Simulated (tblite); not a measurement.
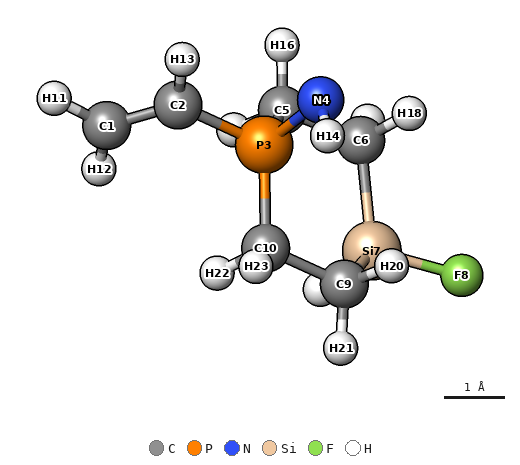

*The starting structure (ball-and-stick view, seen at an oblique angle; atoms are numbered from 1 in the order of the input).*

## Run report: C6H13FNPSi, geometry relaxation (part 1 of 4)

The run: geometry relaxation of C6H13FNPSi, SMILES C=C[P@]1(=N)CC[Si@@H](F)CC1. Method and program: GFN2-xTB geometry optimisation, gas phase (tblite 0.8.0).

What the program printed
```
step      E/eV     max force
  0    -853.15082    7.586
  1    -853.84106    2.831
  2    -853.96347    1.595
  3    -854.07661    1.324
  4    -854.15174    1.002
  5    -854.19686    0.857
  6    -854.25757    0.583
  7    -854.29433    0.589
  8    -854.33115    0.482
  9    -854.35432    0.293
 10    -854.36719    0.320
 11    -854.37721    0.326
 12    -854.38719    0.228
 13    -854.39591    0.225
 14    -854.40419    0.211
 15    -854.41199    0.253
 16    -854.41949    0.229
 17    -854.42616    0.186
 18    -854.43145    0.163
 19    -854.43574    0.184
 20    -854.43984    0.165
 21    -854.44388    0.156
 22    -854.44725    0.128
 23    -854.44961    0.111
 24    -854.45133    0.098
 25    -854.45285    0.092
 26    -854.45430    0.079
 27    -854.45550    0.079
 28    -854.45636    0.070
 29    -854.45708    0.057
 30    -854.45784    0.073
 31    -854.45867    0.097
 32    -854.45953    0.089
 33    -854.46028    0.063
 34    -854.46078    0.040
 35    -854.46109    0.045
 36    -854.46135    0.036
 37    -854.46160    0.037
 38    -854.46184    0.035
 39    -854.46205    0.037
 40    -854.46226    0.039
 41    -854.46247    0.033
 42    -854.46266    0.028
 43    -854.46279    0.021
 44    -854.46289    0.023
 45    -854.46299    0.023
 46    -854.46310    0.023
 47    -854.46320    0.017
 48    -854.46326    0.014
 49    -854.46329    0.013
 50    -854.46332    0.013
 51    -854.46337    0.015
 52    -854.46342    0.016
 53    -854.46347    0.014
 54    -854.46351    0.014
 55    -854.46355    0.015
 56    -854.46359    0.015
 57    -854.46362    0.012
 58    -854.46365    0.010
```

Trajectory as extended XYZ (Å, eV, eV/Å), 35 of the 59 frames kept, from step=0 to step=58
```
23
Properties=species:S:1:pos:R:3:forces:R:3 step=0 energy=-853.15082
C    -3.0125    0.1411   -1.0025   -0.9080  -0.0050  -0.3250
C    -2.4065   -0.5679   -0.0644   -2.6330   1.0300  -0.9710
P    -0.7111   -0.4507    0.2700   -0.1450  -5.9520   4.7010
N    -0.7481   -1.7413    1.3407    1.2920   1.9930  -1.5760
C    -0.3153    1.0817    1.0581    0.4250   1.8470   0.3250
C     1.1608    1.1724    1.4416    0.2830   0.0260   0.5480
Si    2.3286    0.8123    0.0123   -0.2510   0.5480  -0.3970
F     3.8338    0.6296    0.5653   -0.0450   0.0190  -0.0430
C     1.7744   -0.7598   -0.8571   -0.1880  -0.1100   0.1900
C     0.2620   -0.7687   -1.1595    1.4950   0.9070  -1.9570
H    -4.0885    0.0334   -1.1687    0.4570   0.1410  -0.1780
H    -2.4693    0.8392   -1.6134   -0.0890   0.1060  -0.1500
H    -3.0211   -1.2509    0.5425    0.7940   0.3160  -0.1130
H    -0.5624   -2.6255    0.8441    0.0540   0.6700   0.2950
H    -0.5614    1.9150    0.3694   -0.0100  -0.2110   0.0920
H    -0.9335    1.2289    1.9574   -0.0520  -0.3320  -0.2390
H     1.3799    2.1684    1.8593   -0.1550  -0.2930   0.0070
H     1.3640    0.4373    2.2366   -0.1470   0.1840  -0.1270
H     2.3291    1.9540   -0.9365    0.1480  -0.2420   0.2030
H     2.0100   -1.6063   -0.2036   -0.0690  -0.0320  -0.1200
H     2.3327   -0.8817   -1.7818   -0.0010  -0.2170  -0.1240
H     0.0459   -0.0060   -1.9236    0.1070  -0.0660  -0.0690
H     0.0038   -1.7277   -1.5893   -0.3610  -0.3260   0.0290
23
Properties=species:S:1:pos:R:3:forces:R:3 step=2 energy=-853.96347
C    -3.0384    0.1535   -1.0243   -0.0050  -0.0240   0.0590
C    -2.4543   -0.5483   -0.0765   -0.3920   0.7650  -0.5200
P    -0.7145   -0.5482    0.3428   -0.0680  -0.3400   0.1630
N    -0.7081   -1.7369    1.3356    1.0370  -0.1990   1.1950
C    -0.3061    1.1092    1.0657    0.0630  -0.3500   0.0390
C     1.1673    1.1747    1.4526    0.0600   0.0480   0.0370
Si    2.3221    0.8255    0.0033   -0.1030   0.1320  -0.0470
F     3.8312    0.6304    0.5635   -0.1660   0.0470  -0.0990
C     1.7737   -0.7606   -0.8560    0.1700   0.0520  -0.0890
C     0.2893   -0.7543   -1.1916   -0.0670  -0.0710   0.0410
H    -4.0839    0.0379   -1.1760   -0.5550   0.1650  -0.4070
H    -2.4735    0.8407   -1.6167   -0.0620   0.2230  -0.2880
H    -3.0046   -1.2446    0.5406    0.0480  -0.0090   0.0710
H    -0.5614   -2.6052    0.8566    0.1720  -0.3620   0.0510
H    -0.5627    1.9107    0.3685   -0.0530  -0.1330  -0.1240
H    -0.9355    1.2221    1.9530   -0.0760  -0.0730  -0.0040
H     1.3772    2.1625    1.8613    0.0190   0.0360   0.1900
H     1.3603    0.4406    2.2355   -0.0620  -0.0090   0.0930
H     2.3335    1.9489   -0.9321    0.1350   0.0250  -0.0110
H     2.0075   -1.6081   -0.2064   -0.0900  -0.0450  -0.0620
H     2.3333   -0.8879   -1.7835    0.0870  -0.1800  -0.0170
H     0.0473   -0.0021   -1.9293    0.0000   0.2520  -0.2120
H    -0.0043   -1.7334   -1.5895   -0.0910   0.0490  -0.0580
23
Properties=species:S:1:pos:R:3:forces:R:3 step=3 energy=-854.07661
C    -3.0498    0.1629   -1.0370   -0.2520   0.1760  -0.2070
C    -2.4742   -0.5259   -0.0879    0.3810  -0.1170   0.3470
P    -0.7173   -0.5722    0.3561   -0.0120  -0.2110   0.3870
N    -0.6661   -1.7584    1.3748    0.7380   0.9370   0.5750
C    -0.3018    1.1040    1.0693   -0.1150  -0.3920  -0.1330
C     1.1709    1.1774    1.4566   -0.0530  -0.0740  -0.0340
Si    2.3172    0.8333   -0.0009   -0.0330  -0.0870   0.0910
F     3.8258    0.6319    0.5602   -0.1530   0.0570  -0.1000
C     1.7790   -0.7590   -0.8590    0.0170  -0.0040  -0.0180
C     0.2941   -0.7539   -1.1962   -0.3080   0.0010   0.0860
H    -4.0974    0.0437   -1.1892   -0.4640   0.2100  -0.4020
H    -2.4773    0.8459   -1.6244   -0.0770   0.2690  -0.3500
H    -2.9986   -1.2430    0.5418   -0.0340   0.1790  -0.1030
H    -0.5573   -2.6042    0.8646    0.1600  -0.8230  -0.1460
H    -0.5648    1.9065    0.3639    0.0010  -0.3210  -0.0020
H    -0.9383    1.2184    1.9519   -0.0350  -0.0590   0.0030
H     1.3770    2.1617    1.8672    0.0300   0.1230   0.2130
H     1.3574    0.4411    2.2380   -0.0070  -0.0220   0.0930
H     2.3385    1.9479   -0.9309    0.1190   0.1680  -0.1260
H     2.0042   -1.6102   -0.2088   -0.0680   0.0220  -0.0590
H     2.3358   -0.8946   -1.7840    0.1390  -0.1520  -0.0750
H     0.0473    0.0074   -1.9380    0.0390   0.0190   0.0560
H    -0.0091   -1.7335   -1.5913   -0.0130   0.1020  -0.0970
23
Properties=species:S:1:pos:R:3:forces:R:3 step=5 energy=-854.19686
C    -3.0719    0.1787   -1.0562    0.1340  -0.0890   0.2190
C    -2.4845   -0.5037   -0.0913    0.3010  -0.1680   0.0090
P    -0.7180   -0.6019    0.3849    0.2210   0.1870   0.1340
N    -0.5808   -1.7641    1.4357    0.4640   0.4160  -0.5880
C    -0.3023    1.0831    1.0685   -0.1120  -0.1720   0.0120
C     1.1717    1.1775    1.4612   -0.1540  -0.0500   0.0390
Si    2.3093    0.8386   -0.0028   -0.0580  -0.1090  -0.0050
F     3.8142    0.6362    0.5524    0.0110   0.0410  -0.0340
C     1.7826   -0.7580   -0.8641   -0.2120  -0.0610  -0.0750
C     0.2880   -0.7522   -1.1974   -0.2040   0.0150   0.1800
H    -4.1301    0.0607   -1.2221    0.0160   0.2150  -0.2310
H    -2.4872    0.8627   -1.6483   -0.2760   0.0540  -0.1670
H    -2.9942   -1.2323    0.5382   -0.2200   0.2030  -0.1200
H    -0.5484   -2.6213    0.8799    0.0140  -0.0070   0.4480
H    -0.5670    1.8849    0.3590    0.0030  -0.4210   0.0070
H    -0.9425    1.2110    1.9499    0.0110  -0.0730  -0.0280
H     1.3772    2.1644    1.8827   -0.0650  -0.0410   0.0830
H     1.3540    0.4409    2.2447    0.0410  -0.0180   0.0470
H     2.3497    1.9541   -0.9350    0.0760   0.1300  -0.0870
H     1.9975   -1.6116   -0.2139   -0.0400   0.0440  -0.0130
H     2.3444   -0.9091   -1.7876    0.0420  -0.0680   0.0020
H     0.0488    0.0178   -1.9432   -0.0050  -0.1320   0.2850
H    -0.0153   -1.7295   -1.5983    0.0130   0.1050  -0.1180
23
Properties=species:S:1:pos:R:3:forces:R:3 step=7 energy=-854.29433
C    -3.0766    0.1827   -1.0529   -0.0610   0.2820  -0.3550
C    -2.4711   -0.4973   -0.0971    0.0100  -0.2260   0.0680
P    -0.7030   -0.6019    0.4033    0.0440  -0.0220  -0.4000
N    -0.4827   -1.7469    1.4421    0.2170  -0.0140  -0.2830
C    -0.3090    1.0558    1.0714    0.1680   0.1900   0.2650
C     1.1621    1.1736    1.4676    0.0710  -0.0240   0.0720
Si    2.2987    0.8355   -0.0056   -0.0710   0.0980  -0.1310
F     3.8065    0.6423    0.5441    0.0250   0.0200  -0.0150
C     1.7705   -0.7615   -0.8730   -0.0190  -0.0080   0.0110
C     0.2696   -0.7511   -1.1844    0.2060  -0.0430  -0.0840
H    -4.1489    0.0889   -1.2616    0.5680   0.0650   0.1430
H    -2.5157    0.8780   -1.6772   -0.2840  -0.2030   0.1340
H    -3.0089   -1.2101    0.5273   -0.1390   0.1240  -0.0630
H    -0.5406   -2.6319    0.9274    0.0420   0.1910   0.4520
H    -0.5694    1.8380    0.3540   -0.0880  -0.1560  -0.1750
H    -0.9459    1.1999    1.9474   -0.1000  -0.0790   0.0800
H     1.3713    2.1621    1.8996   -0.1640  -0.1810  -0.0570
H     1.3548    0.4394    2.2530    0.0340  -0.0210  -0.0060
H     2.3635    1.9670   -0.9432    0.0130  -0.1050   0.1090
H     1.9892   -1.6094   -0.2184   -0.0510   0.0010   0.0400
H     2.3522   -0.9245   -1.7892   -0.1800   0.0090   0.0870
H     0.0481    0.0171   -1.9257   -0.1410   0.0840   0.1350
H    -0.0197   -1.7187   -1.6120   -0.0990   0.0180  -0.0300
23
Properties=species:S:1:pos:R:3:forces:R:3 step=9 energy=-854.35432
C    -3.0747    0.1917   -1.0580    0.1340   0.0220  -0.0880
C    -2.4640   -0.4997   -0.1076   -0.1280  -0.0130  -0.0910
P    -0.6904   -0.6026    0.3942   -0.0630  -0.0600  -0.1420
N    -0.3982   -1.7265    1.4300    0.0340  -0.0190   0.0700
C    -0.3058    1.0453    1.0863   -0.0050   0.0270  -0.0340
C     1.1604    1.1674    1.4749    0.1100  -0.0550  -0.0240
Si    2.2880    0.8375   -0.0130    0.0280   0.0460   0.0290
F     3.8008    0.6484    0.5362   -0.0480   0.0140  -0.0410
C     1.7620   -0.7642   -0.8766    0.1190   0.0410   0.0940
C     0.2674   -0.7528   -1.1829    0.1500   0.0080  -0.2520
H    -4.1325    0.1126   -1.2810    0.1260  -0.0900   0.2390
H    -2.5493    0.8816   -1.6945    0.1600   0.0550  -0.0470
H    -3.0301   -1.1870    0.5162   -0.0640   0.0110  -0.0010
H    -0.5309   -2.6338    0.9892    0.0620   0.0270   0.2550
H    -0.5765    1.7936    0.3398   -0.0570   0.0590  -0.1020
H    -0.9553    1.1868    1.9520   -0.0750  -0.0510   0.0800
H     1.3571    2.1513    1.9094   -0.0740  -0.0220  -0.0200
H     1.3582    0.4359    2.2592    0.0570  -0.0810   0.0000
H     2.3740    1.9710   -0.9433   -0.0340  -0.0870   0.0840
H     1.9797   -1.6076   -0.2184   -0.0450  -0.0300   0.0950
H     2.3465   -0.9352   -1.7862   -0.1440   0.0240  -0.0020
H     0.0381    0.0230   -1.9044   -0.1380   0.2290  -0.0780
H    -0.0294   -1.7097   -1.6243   -0.1040  -0.0550  -0.0240
23
Properties=species:S:1:pos:R:3:forces:R:3 step=10 energy=-854.36719
C    -3.0711    0.1946   -1.0617    0.1730  -0.0550   0.0130
C    -2.4653   -0.5013   -0.1119   -0.0300   0.0160  -0.0780
P    -0.6888   -0.6046    0.3883   -0.0270  -0.0440  -0.0110
N    -0.3780   -1.7212    1.4271   -0.0110   0.0850   0.1100
C    -0.3048    1.0443    1.0895   -0.0850  -0.0620  -0.1200
C     1.1627    1.1645    1.4762    0.0020  -0.0510  -0.0280
Si    2.2861    0.8392   -0.0143    0.0340  -0.0130   0.0730
F     3.7985    0.6501    0.5335   -0.0170   0.0100  -0.0300
C     1.7626   -0.7639   -0.8751    0.0580   0.0210   0.0580
C     0.2710   -0.7530   -1.1889    0.0070   0.0580  -0.1720
H    -4.1240    0.1161   -1.2793   -0.0780  -0.0990   0.1970
H    -2.5538    0.8833   -1.6993    0.2700   0.1280  -0.1140
H    -3.0369   -1.1810    0.5134   -0.0610  -0.0170   0.0050
H    -0.5271   -2.6333    1.0105    0.0530  -0.0740   0.1850
H    -0.5797    1.7844    0.3337   -0.0240   0.0740  -0.0220
H    -0.9595    1.1824    1.9551   -0.0090  -0.0460   0.0040
H     1.3516    2.1479    1.9110   -0.0280   0.0250   0.0030
H     1.3605    0.4331    2.2605    0.0570  -0.0820  -0.0110
H     2.3756    1.9696   -0.9411   -0.0400  -0.0280   0.0330
H     1.9764   -1.6079   -0.2160   -0.0420  -0.0170   0.0900
H     2.3412   -0.9370   -1.7854   -0.0620   0.0150  -0.0380
H     0.0322    0.0298   -1.9008   -0.0830   0.1850  -0.1000
H    -0.0343   -1.7089   -1.6278   -0.0580  -0.0310  -0.0480
23
Properties=species:S:1:pos:R:3:forces:R:3 step=12 energy=-854.38719
C    -3.0577    0.1985   -1.0701    0.0650  -0.0330   0.0150
C    -2.4655   -0.5057   -0.1195    0.1200   0.0010   0.0000
P    -0.6870   -0.6096    0.3781    0.0300  -0.0350   0.0940
N    -0.3512   -1.7093    1.4277   -0.0660   0.0770   0.0920
C    -0.3081    1.0395    1.0877   -0.0760  -0.0940  -0.1140
C     1.1637    1.1578    1.4772   -0.1600  -0.0090   0.0030
Si    2.2846    0.8404   -0.0124   -0.0090  -0.0730   0.0520
F     3.7960    0.6531    0.5284    0.0760  -0.0040   0.0120
C     1.7644   -0.7631   -0.8712   -0.1270  -0.0310  -0.0760
C     0.2748   -0.7491   -1.2054   -0.1880   0.0910   0.0540
H    -4.1143    0.1154   -1.2642   -0.0980  -0.0210   0.0920
H    -2.5446    0.8911   -1.7112    0.2220   0.0220  -0.0470
H    -3.0505   -1.1732    0.5090   -0.0090  -0.0020  -0.0380
H    -0.5186   -2.6356    1.0538    0.0520  -0.0640   0.1410
H    -0.5855    1.7757    0.3247    0.0210   0.0570   0.0920
H    -0.9649    1.1730    1.9580    0.0710  -0.0470  -0.1310
H     1.3419    2.1433    1.9129    0.0060   0.0010   0.0110
H     1.3670    0.4244    2.2609    0.0050  -0.0330  -0.0580
H     2.3752    1.9664   -0.9361   -0.0430   0.0520  -0.0310
H     1.9688   -1.6086   -0.2074   -0.0590   0.0430   0.0140
H     2.3309   -0.9385   -1.7862    0.0770  -0.0070  -0.0310
H     0.0196    0.0493   -1.9012    0.0450   0.0100  -0.0600
H    -0.0439   -1.7082   -1.6363    0.0420   0.0990  -0.0870
23
Properties=species:S:1:pos:R:3:forces:R:3 step=14 energy=-854.40419
C    -3.0418    0.2008   -1.0782   -0.0380   0.0270  -0.0020
C    -2.4591   -0.5101   -0.1257    0.0700  -0.0190   0.0240
P    -0.6848   -0.6163    0.3734   -0.0020  -0.0340   0.0530
N    -0.3366   -1.6976    1.4362   -0.0690  -0.0520   0.0760
C    -0.3149    1.0305    1.0785    0.0470   0.0060   0.0010
C     1.1553    1.1515    1.4776   -0.0430   0.0090  -0.0220
Si    2.2832    0.8371   -0.0076   -0.0210  -0.0290  -0.0470
F     3.7989    0.6551    0.5249    0.0420  -0.0120   0.0160
C     1.7582   -0.7637   -0.8728   -0.1370   0.0100  -0.1020
C     0.2671   -0.7400   -1.2171   -0.0940   0.0240   0.1290
H    -4.1093    0.1127   -1.2423    0.1210   0.0990  -0.0230
H    -2.5202    0.8969   -1.7224    0.0110  -0.1840   0.1030
H    -3.0615   -1.1670    0.5023    0.0730   0.0380  -0.0820
H    -0.5072   -2.6399    1.1012    0.0590   0.0440   0.1280
H    -0.5892    1.7748    0.3229    0.0200   0.0350   0.0760
H    -0.9654    1.1617    1.9518    0.0030  -0.0480  -0.1090
H     1.3335    2.1388    1.9144   -0.0240  -0.0640  -0.0010
H     1.3724    0.4146    2.2566   -0.0860   0.0140  -0.0690
H     2.3709    1.9657   -0.9328   -0.0420   0.0170  -0.0010
H     1.9576   -1.6062   -0.1991   -0.0980   0.0750  -0.0900
H     2.3263   -0.9397   -1.7884    0.0740  -0.0240   0.0370
H     0.0115    0.0677   -1.9069    0.0890  -0.0930   0.0120
H    -0.0496   -1.7005   -1.6497    0.0450   0.1600  -0.1090
23
Properties=species:S:1:pos:R:3:forces:R:3 step=15 energy=-854.41199
C    -3.0350    0.2017   -1.0809   -0.0320   0.0310   0.0180
C    -2.4542   -0.5117   -0.1287    0.0160  -0.0260   0.0250
P    -0.6838   -0.6206    0.3738   -0.0210  -0.0260   0.0240
N    -0.3308   -1.6930    1.4434   -0.0650  -0.0710   0.0700
C    -0.3173    1.0256    1.0736    0.0850   0.0530   0.0380
C     1.1500    1.1488    1.4771    0.0670   0.0020  -0.0510
Si    2.2820    0.8345   -0.0063   -0.0030   0.0110  -0.0830
F     3.8013    0.6557    0.5236   -0.0200  -0.0140   0.0000
C     1.7515   -0.7638   -0.8764   -0.0510   0.0530  -0.0530
C     0.2603   -0.7349   -1.2190    0.0180  -0.0180   0.0730
H    -4.1055    0.1141   -1.2332    0.1720   0.1340  -0.0700
H    -2.5079    0.8956   -1.7256   -0.0530  -0.2150   0.1230
H    -3.0646   -1.1631    0.4971    0.0860   0.0250  -0.0640
H    -0.5003   -2.6416    1.1264    0.0540   0.0620   0.1110
H    -0.5903    1.7752    0.3244    0.0100   0.0310   0.0300
H    -0.9654    1.1550    1.9458   -0.0570  -0.0420  -0.0410
H     1.3292    2.1354    1.9154   -0.0380  -0.0710  -0.0040
H     1.3726    0.4103    2.2528   -0.1150   0.0130  -0.0500
H     2.3678    1.9663   -0.9316   -0.0390  -0.0150   0.0250
H     1.9497   -1.6030   -0.1978   -0.1100   0.0600  -0.1120
H     2.3266   -0.9411   -1.7887    0.0250  -0.0250   0.0580
H     0.0104    0.0739   -1.9095    0.0640  -0.0780   0.0400
H    -0.0509   -1.6925   -1.6590    0.0080   0.1250  -0.1090
23
Properties=species:S:1:pos:R:3:forces:R:3 step=17 energy=-854.42616
C    -3.0225    0.2036   -1.0823    0.0310  -0.0180   0.0760
C    -2.4443   -0.5154   -0.1337   -0.0370  -0.0320   0.0390
P    -0.6820   -0.6297    0.3769    0.0070   0.0070  -0.0090
N    -0.3188   -1.6848    1.4603   -0.0580   0.0040   0.0560
C    -0.3179    1.0184    1.0666    0.0360   0.0600   0.0350
C     1.1447    1.1431    1.4731    0.1320  -0.0140  -0.0570
Si    2.2798    0.8307   -0.0085    0.0280   0.0630  -0.0670
F     3.8027    0.6564    0.5202   -0.0950  -0.0210  -0.0270
C     1.7382   -0.7604   -0.8847    0.1220   0.0730   0.0480
C     0.2494   -0.7267   -1.2199    0.1450  -0.0490  -0.0750
H    -4.0912    0.1262   -1.2233    0.0570   0.1320  -0.1180
H    -2.4887    0.8834   -1.7278   -0.0040  -0.0860   0.0180
H    -3.0672   -1.1548    0.4847    0.0370  -0.0730   0.0540
H    -0.4840   -2.6433    1.1813    0.0290   0.0160   0.0500
H    -0.5919    1.7752    0.3277   -0.0020   0.0270  -0.0450
H    -0.9697    1.1400    1.9338   -0.0910  -0.0160   0.0660
H     1.3189    2.1256    1.9182   -0.0100  -0.0180   0.0010
H     1.3665    0.4023    2.2441   -0.1020  -0.0330   0.0020
H     2.3608    1.9671   -0.9283   -0.0280  -0.0130   0.0180
H     1.9284   -1.5945   -0.2014   -0.0780  -0.0250  -0.0580
H     2.3278   -0.9459   -1.7864   -0.0480  -0.0130   0.0230
H     0.0107    0.0821   -1.9104   -0.0180   0.0390   0.0590
H    -0.0542   -1.6717   -1.6832   -0.0530  -0.0110  -0.0860
23
Properties=species:S:1:pos:R:3:forces:R:3 step=19 energy=-854.43574
C    -3.0115    0.2041   -1.0789    0.0370  -0.0350   0.0500
C    -2.4385   -0.5213   -0.1340   -0.0260  -0.0360   0.0480
P    -0.6791   -0.6355    0.3779    0.0550   0.0140  -0.0150
N    -0.3135   -1.6770    1.4743   -0.0410   0.0800   0.0290
C    -0.3168    1.0168    1.0640   -0.0570   0.0040  -0.0140
C     1.1473    1.1381    1.4676   -0.0420  -0.0030   0.0250
Si    2.2793    0.8319   -0.0141   -0.0090   0.0380   0.0120
F     3.7985    0.6555    0.5162   -0.0250  -0.0260  -0.0130
C     1.7353   -0.7544   -0.8882    0.0690  -0.0330   0.0210
C     0.2499   -0.7236   -1.2250    0.0380  -0.0080  -0.0730
H    -4.0771    0.1438   -1.2240   -0.0710   0.0850  -0.1010
H    -2.4747    0.8695   -1.7288    0.1030   0.0380  -0.0610
H    -3.0676   -1.1538    0.4799   -0.0030  -0.1280   0.1320
H    -0.4704   -2.6433    1.2253    0.0080  -0.0110   0.0000
H    -0.5933    1.7759    0.3272    0.0030   0.0000  -0.0300
H    -0.9778    1.1280    1.9289    0.0040   0.0110   0.0340
H     1.3111    2.1173    1.9202    0.0530   0.0260   0.0110
H     1.3559    0.3941    2.2378   -0.0380  -0.0540   0.0080
H     2.3539    1.9679   -0.9256   -0.0150   0.0680  -0.0550
H     1.9084   -1.5904   -0.2070    0.0040  -0.0750   0.0310
H     2.3261   -0.9501   -1.7839    0.0040  -0.0040  -0.0540
H     0.0095    0.0910   -1.9065   -0.0390   0.0990   0.0540
H    -0.0597   -1.6574   -1.7064   -0.0140  -0.0510  -0.0400
```
